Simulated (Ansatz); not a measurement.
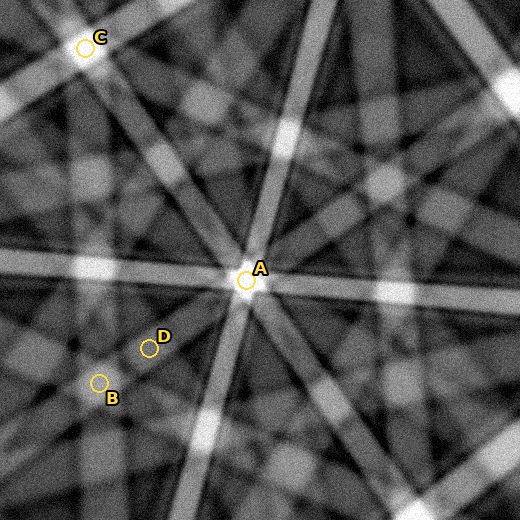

Simulated Kikuchi (electron backscatter) pattern at 10 kV: kinematic bands of width 2θ(Bragg) in gnomonic projection, seen from the camera side; the frame spans ±37° from its centre. Crystal: ZrAgAu, space group I4mm (No. 107), a = 3.532 Å, c = 8.780 Å. Structure: the geometry relaxed with DFT PBEsol, scalar-relativistic, plane waves, PAW (Ansatz 0.2.0); the starting structure was generated, so it need not be a known form of this composition.

```
Zr Ag Au
1.0
     3.53200    0.00000    0.00000
     0.00000    3.53200    0.00000
     0.00000    0.00000    8.77962
Zr Ag Au
2 2 2
Direct
  0.00000 0.00000 0.00227
  0.50000 0.50000 0.50227
  0.00000 0.00000 0.32879
  0.50000 0.50000 0.82879
  0.50000 0.50000 0.16894
  0.00000 0.00000 0.66894
```

Pole A is [100] and pole B is [210].

**Index the poles C and D.**

C is [30-1], 39.6° from A and 46.5° from B. D is [310], 18.4° from A and 8.1° from B.

**Which band joins A and B, and how wide is it?**

It comes from the planes common to both zones. The strongest order is 0 0 6 with d = 1.463 Å, so the band is 2θ = 4.8° wide (λ = 0.1220 Å).
